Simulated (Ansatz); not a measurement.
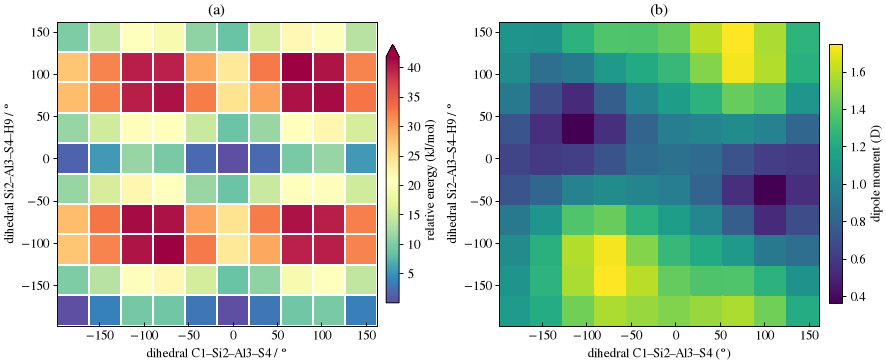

CH₅AlSSi, SMILES C=[SiH][AlH][SH]. The first coordinate is: dihedral C1–Si2–Al3–S4; the second: dihedral Si2–Al3–S4–H9. Nothing is relaxed (all other coordinates rigid). The scan uses a 10 × 10 grid; 93 points were computed and 7 follow by symmetry. All energies are given in kJ/mol relative to the relaxed molecule at the same level. The calculation used RKS BHLYP-D4/def2-SVP (Ansatz).

Panel (a) is the energy; panel (b) is the computed dipole moment, in D.

In the figure: one coloured cell a grid point, one colour for all values above the top of the scale.

How does the dipole moment vary over the map, and what is it at the lowest grid point?

Answer. Leaving out the highest fifth of the energies, it runs from 0.36 D at dihedral C1–Si2–Al3–S4 = −108°, dihedral Si2–Al3–S4–H9 = 36° to 1.75 D at dihedral C1–Si2–Al3–S4 = 72°, dihedral Si2–Al3–S4–H9 = 144°. At the lowest grid point, dihedral C1–Si2–Al3–S4 = 0°, dihedral Si2–Al3–S4–H9 = −180°, it is 1.48 D.
